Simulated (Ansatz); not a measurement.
**Nudged elastic band, with input and output: SiH₃F₃**

System: SiH₃F₃.
Method: RKS CAM-B3LYP-D4/cc-pVDZ (Ansatz 0.2.0).

One setting was made poor on purpose. It belongs to a series of runs on one base structure; here: band between the two ends. Figures and captions count atoms from 1; the log counts them from 0 in places.

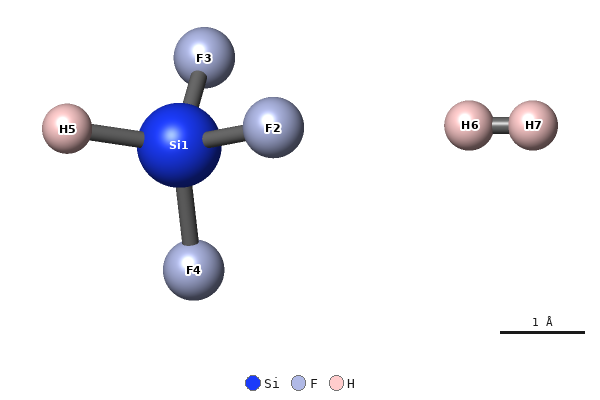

The input geometry (ball-and-stick view, seen at a tilt; atoms are numbered from 1 in the order of the input).

## Input file
```yaml
crystal:
  periodic: [false, false, false]
  atoms:
    - { symbol: Si, position_ang: [0.020662, 1.105746, -0.499413] }
    - { symbol: F, position_ang: [0.696612, -0.247036, 0.083451] }
    - { symbol: F, position_ang: [-1.017261, 0.678951, -1.662716] }
    - { symbol: F, position_ang: [-0.823049, 1.792211, 0.696188] }
    - { symbol: H, position_ang: [1.049291, 2.016927, -1.014088] }
    - { symbol: H, position_ang: [0.146201, -2.340629, 1.045249] }
    - { symbol: H, position_ang: [-0.072456, -3.006171, 1.35133] }
basis:
  gaussian: { orbitals: cc-pVDZ }
hamiltonian:
  xc: cam_b3lyp
  dispersion: d4
neb:
  order_check: false
  images: 5
  f_tol: 0.03
  max_iterations: 60
  initial_path: linear
  final_atoms:
    - { symbol: Si, position_ang: [-0.29876979, 0.16361164, -0.63743564] }
    - { symbol: F, position_ang: [1.28985994, -0.8016536, 1.32210319] }
    - { symbol: F, position_ang: [-1.41543, 0.87277941, -1.59419203] }
    - { symbol: F, position_ang: [-0.75138908, 0.58013495, 0.90242421] }
    - { symbol: H, position_ang: [1.00299105, 0.78875809, -0.93775077] }
    - { symbol: H, position_ang: [0.61464523, -0.30803007, 1.74252134] }
    - { symbol: H, position_ang: [-0.44190735, -1.29560142, -0.7976693] }
```

Launch command:
```bash
ansatz run input.yaml --threads 2 --pin off --max-ram 3072MiB --backend cpu --events-out ev --progress --plain --runs-dir out
```

## Log
```
Engine: ansatz 0.2.0, aarch64-unknown-linux-gnu
Functional definition: CAM-B3LYP
  parameter alpha = 0.19
  parameter beta = 0.46
  parameter omega = 0.33/bohr
  parameter ac = 0.81
  exchange = (1 - alpha - beta)*b88_x + beta*b88_x_sr(omega) + alpha*exact_x + beta*exact_x_lr(omega)
  correlation = (1 - ac)*vwn5_c + ac*lyp_c
769 factors; integrals over basis functions are off by at most 2.7e-4 eV
228 factors; integrals over basis functions are off by at most 1.5e-5 eV
mean field evaluation 1: about -16075.8612 eV, gradient 4.7e1 eV
mean field evaluation 2: about -16074.1324 eV, gradient 6.0e1 eV
mean field evaluation 4: about -16079.2738 eV, gradient 2.5e-1 eV
mean field evaluation 8: about -16079.2940 eV, gradient 4.9e-3 eV
mean field -16079.29402378 eV, -590.9031564370 hartree, gradient 6.0e-5 eV, S^2 0.000000; 0 other end points of the search recorded, 0 dependent functions left out
the calculation of the forces begins
reference -16079.29413413 eV, -590.9031604922 hartree; 22, 22 occupied and 53, 53 virtual orbitals, 769 factors
771 factors; integrals over basis functions are off by at most 8.4e-4 eV
228 factors; integrals over basis functions are off by at most 1.3e-6 eV
mean field evaluation 16: about -16078.3468 eV, gradient 1.5e0 eV
mean field -16078.36673604 eV, -590.8690792412 hartree, gradient 7.1e-5 eV, S^2 0.000000; 0 other end points of the search recorded, 0 dependent functions left out
[... from here on the field's lines of each further geometry are left out, up to the last ...]
NEB iter   1: max|band force component| = 6.328e0 eV/Å  barrier→ = 5.9399 eV  barrier← = 5.0157 eV  Δτ_max = 0.2000 Å  (172 SCF iters)
NEB iter   2: max|band force component| = 3.883e0 eV/Å  barrier→ = 4.9281 eV  barrier← = 4.0039 eV  Δτ_max = 0.2000 Å  (151 SCF iters)
NEB iter   3: max|band force component| = 7.402e0 eV/Å  barrier→ = 3.9150 eV  barrier← = 2.9907 eV  Δτ_max = 0.1019 Å  (145 SCF iters)
NEB iter   4: max|band force component| = 2.784e0 eV/Å  barrier→ = 3.4011 eV  barrier← = 2.4769 eV  Δτ_max = 0.2000 Å  (134 SCF iters)
NEB iter   5: max|band force component| = 3.495e0 eV/Å  barrier→ = 2.4507 eV  barrier← = 1.5265 eV  Δτ_max = 0.1002 Å  (141 SCF iters)
NEB iter   6: max|band force component| = 1.846e0 eV/Å  barrier→ = 1.9124 eV  barrier← = 0.9881 eV  Δτ_max = 0.1001 Å  (128 SCF iters)
NEB iter   7: max|band force component| = 1.105e0 eV/Å  barrier→ = 1.7229 eV  barrier← = 0.7987 eV  Δτ_max = 0.1997 Å  (120 SCF iters)
NEB iter   8: max|band force component| = 8.345e-1 eV/Å  barrier→ = 1.5624 eV  barrier← = 0.6382 eV  Δτ_max = 0.1993 Å  (130 SCF iters)
NEB iter   9: max|band force component| = 7.295e-1 eV/Å  barrier→ = 1.4796 eV  barrier← = 0.5554 eV  CI = image 4  Δτ_max = 0.2000 Å  (130 SCF iters)
NEB iter  10: max|band force component| = 1.719e0 eV/Å  barrier→ = 1.8008 eV  barrier← = 0.8766 eV  CI = image 4  Δτ_max = 0.1019 Å  (130 SCF iters)
NEB iter  11: max|band force component| = 1.245e0 eV/Å  barrier→ = 1.9949 eV  barrier← = 1.0707 eV  CI = image 4  Δτ_max = 0.2000 Å  (125 SCF iters)
NEB iter  12: max|band force component| = 7.754e-1 eV/Å  barrier→ = 2.2472 eV  barrier← = 1.3230 eV  CI = image 4  Δτ_max = 0.1928 Å  (125 SCF iters)
NEB iter  13: max|band force component| = 1.186e0 eV/Å  barrier→ = 2.3398 eV  barrier← = 1.4156 eV  CI = image 4  Δτ_max = 0.1024 Å  (130 SCF iters)
NEB iter  14: max|band force component| = 6.046e-1 eV/Å  barrier→ = 2.2893 eV  barrier← = 1.3651 eV  CI = image 4  Δτ_max = 0.0735 Å  (124 SCF iters)
NEB iter  15: max|band force component| = 2.133e-1 eV/Å  barrier→ = 2.2635 eV  barrier← = 1.3393 eV  CI = image 4  Δτ_max = 0.0232 Å  (124 SCF iters)
NEB iter  16: max|band force component| = 6.654e-2 eV/Å  barrier→ = 2.2586 eV  barrier← = 1.3343 eV  CI = image 4  Δτ_max = 0.0192 Å  (123 SCF iters)
NEB iter  17: max|band force component| = 5.379e-2 eV/Å  barrier→ = 2.2579 eV  barrier← = 1.3337 eV  CI = image 4  Δτ_max = 0.0198 Å  (118 SCF iters)
NEB iter  18: max|band force component| = 3.513e-2 eV/Å  barrier→ = 2.2577 eV  barrier← = 1.3335 eV  CI = image 4  Δτ_max = 0.0200 Å  (117 SCF iters)
NEB iter  19: max|band force component| = 2.309e-2 eV/Å  barrier→ = 2.2575 eV  barrier← = 1.3332 eV  CI = image 4  Δτ_max = 0.0167 Å  (207 SCF iters)
NEB iter  20: max|band force component| = 2.742e-2 eV/Å  barrier→ = 2.2569 eV  barrier← = 1.3327 eV  CI = image 4  Δτ_max = 0.0280 Å  (26 SCF iters)
NEB iter  21: max|band force component| = 7.326e-2 eV/Å  barrier→ = 2.2570 eV  barrier← = 1.3328 eV  CI = image 4  Δτ_max = 0.0140 Å  (25 SCF iters)
NEB iter  22: max|band force component| = 4.184e-2 eV/Å  barrier→ = 2.2566 eV  barrier← = 1.3323 eV  CI = image 4  Δτ_max = 0.0280 Å  (118 SCF iters)
NEB iter  23: max|band force component| = 3.140e-2 eV/Å  barrier→ = 2.2565 eV  barrier← = 1.3323 eV  CI = image 4  Δτ_max = 0.0280 Å  (110 SCF iters)
the calculation of the forces begins
reference -16078.17619266 eV, -590.8620769012 hartree; 22, 22 occupied and 53, 53 virtual orbitals, 772 factors
769 factors; integrals over basis functions are off by at most 1.2e-3 eV
228 factors; integrals over basis functions are off by at most 9.3e-7 eV
mean field evaluation 832: about -16077.0326 eV, gradient 3.2e-2 eV
mean field -16077.03263616 eV, -590.8200519749 hartree, gradient 6.4e-5 eV, S^2 0.000000; 1 other end points of the search recorded, 0 dependent functions left out
the calculation of the forces begins
reference -16077.03273062 eV, -590.8200554462 hartree; 22, 22 occupied and 53, 53 virtual orbitals, 769 factors
NEB iter  24: max|band force component| = 1.768e-2 eV/Å  barrier→ = 2.2565 eV  barrier← = 1.3323 eV  CI = image 4  Δτ_max = 0.0000 Å  (228 SCF iters)
```

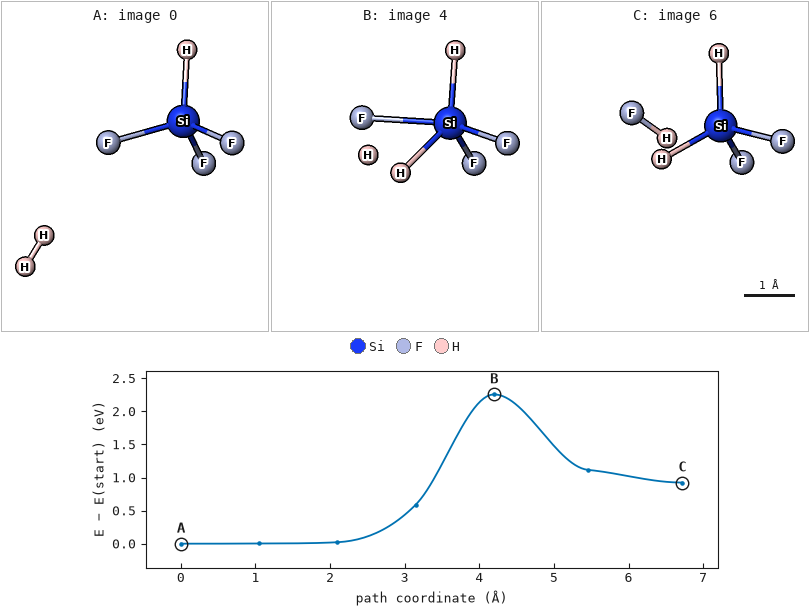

Images of the last band (counted from 0; ball-and-stick, seen at a tilt) above the energy along the path; the line is a cubic interpolation that uses the forces. The highest image is number 4, 2.257 eV above the start and 1.332 eV above the end (the climbing image); the end lies 0.924 eV above the start. The path is 6.72 Å long. The band converged in 24 iterations.

```
Total energy: -16077.10877554 eV, -590.8228500456 hartree
Atom 0 at    -0.129613     0.303560    -0.272806 Å, force     0.006605    -0.002579    -0.002181 eV/Å
Atom 1 at     1.149618     0.003007     1.089937 Å, force    -0.003567    -0.001456     0.002761 eV/Å
Atom 2 at    -1.188174    -0.166611    -1.438196 Å, force    -0.001504    -0.000699    -0.000238 eV/Å
Atom 3 at    -1.082621     1.143768     0.736697 Å, force    -0.001439     0.000049     0.002080 eV/Å
Atom 4 at     0.868471     1.034255    -1.065474 Å, force    -0.000610     0.000270    -0.000672 eV/Å
Atom 5 at     0.535703    -0.986654     0.780186 Å, force     0.006935     0.003905    -0.001136 eV/Å
Atom 6 at    -0.153384    -1.331326     0.169657 Å, force    -0.006421     0.000510    -0.000614 eV/Å
Dipole moment:     0.277086    -0.260676    -0.038523 e Å
this run last wrote the band of iteration 24 to [file]; this run last wrote the band within `neb.f_tol` of iteration 20 to [file]
```

## The last band as extended XYZ (Å, eV, eV/Å)
```
7
Properties=species:S:1:pos:R:3:forces:R:3 image=0 energy=-16079.36520
Si    0.0207    1.1057   -0.4994    0.0063  -0.0067   0.0005
F     0.6966   -0.2470    0.0835   -0.0098   0.0126  -0.0053
F    -1.0173    0.6790   -1.6627    0.0053   0.0006   0.0042
F    -0.8230    1.7922    0.6962    0.0032  -0.0022  -0.0018
H     1.0493    2.0169   -1.0141   -0.0057  -0.0050   0.0027
H     0.1462   -2.3406    1.0452   -0.0039  -0.0101   0.0046
H    -0.0725   -3.0062    1.3513    0.0047   0.0108  -0.0049
7
Properties=species:S:1:pos:R:3:forces:R:3 image=1 energy=-16079.36246
Si    0.0358    1.0391   -0.4185   -0.0001   0.0008  -0.0005
F     0.9234    0.0314    0.4885   -0.0019  -0.0008  -0.0006
F    -1.0074    0.1470   -1.2711   -0.0010   0.0024  -0.0015
F    -0.8134    1.9838    0.5814    0.0002   0.0014  -0.0004
H     0.8958    1.8362   -1.3000    0.0010   0.0008   0.0003
H     0.1573   -2.1805    0.9273    0.0001  -0.0006  -0.0002
H    -0.1915   -2.8570    0.9924    0.0016  -0.0040   0.0028
7
Properties=species:S:1:pos:R:3:forces:R:3 image=2 energy=-16079.34330
Si    0.0763    0.8857   -0.3529   -0.0038   0.0320  -0.0044
F     1.1624    0.1913    0.6255    0.0023   0.0053  -0.0154
F    -0.7876   -0.2656   -1.0911    0.0177  -0.0001   0.0048
F    -0.9375    1.7408    0.5725    0.0042   0.0101  -0.0087
H     0.7506    1.7331   -1.3417   -0.0030   0.0292  -0.0071
H     0.1558   -2.0442    1.0237   -0.0106  -0.0384   0.0131
H    -0.4201   -2.2411    0.5639   -0.0067  -0.0381   0.0178
7
Properties=species:S:1:pos:R:3:forces:R:3 image=3 energy=-16078.77575
Si    0.0300    0.6337   -0.2531    0.1516   0.3787   0.0283
F     1.1546    0.1215    0.8242   -0.0076   0.1931  -0.2715
F    -0.9400   -0.2846   -1.1881    0.3158  -0.1820   0.2419
F    -1.0237    1.4083    0.6990   -0.0076   0.2224  -0.0677
H     0.8491    1.3618   -1.2120   -0.0524   0.4354  -0.1365
H     0.2424   -1.5156    0.8037   -0.2850  -0.5793   0.0407
H    -0.3125   -1.7252    0.3263   -0.1149  -0.4684   0.1648
7
Properties=species:S:1:pos:R:3:forces:R:3 image=4 energy=-16077.10868
Si   -0.1296    0.3036   -0.2728    0.0066  -0.0026  -0.0022
F     1.1496    0.0030    1.0899   -0.0036  -0.0015   0.0028
F    -1.1882   -0.1666   -1.4382   -0.0015  -0.0007  -0.0002
F    -1.0826    1.1438    0.7367   -0.0014   0.0000   0.0021
H     0.8685    1.0343   -1.0655   -0.0006   0.0003  -0.0007
H     0.5357   -0.9867    0.7802    0.0069   0.0039  -0.0011
H    -0.1534   -1.3313    0.1697   -0.0064   0.0005  -0.0006
7
Properties=species:S:1:pos:R:3:forces:R:3 image=5 energy=-16078.25000
Si   -0.3768    0.1030   -0.5734   -0.0303  -0.0234  -0.0368
F     1.3802    0.0927    1.2962    0.0337  -0.0109   0.0259
F    -1.4657   -0.0930   -1.7759   -0.0409   0.0363  -0.0449
F    -1.1553    0.9369    0.5940    0.0046  -0.0206  -0.0042
H     0.7375    0.8926   -1.1302   -0.0081  -0.0163   0.0002
H     0.9877   -0.6630    1.6685    0.0498   0.0279   0.1053
H    -0.1075   -1.2692   -0.0792   -0.0089   0.0070  -0.0456
7
Properties=species:S:1:pos:R:3:forces:R:3 image=6 energy=-16078.44098
Si   -0.3196   -0.1171   -0.6376    0.0029   0.0004   0.0085
F     1.4489    0.0441    1.3975   -0.0080   0.0025   0.0049
F    -1.5839   -0.0923   -1.6701    0.0009   0.0020   0.0029
F    -0.9253    0.5156    0.7704    0.0008  -0.0021  -0.0087
H     0.7055    0.7997   -1.1706   -0.0036   0.0002  -0.0015
H     0.6368    0.3799    1.7202    0.0075  -0.0029  -0.0050
H     0.0376   -1.5299   -0.4100   -0.0006  -0.0001  -0.0012
```

## Summary

- outcome: converged
- barrier, forward: 2.256 eV
- barrier, backward: 1.332 eV
- hardware: 2 threads of Arm Neoverse V1, 24 GiB of memory available, shared host
- wall time: 2.7 min (CPU time 5.1 min)
- peak memory: 0.18 GiB

## Remarks

A deliberately poor setting: straight start. The order of the saddle point was not checked.
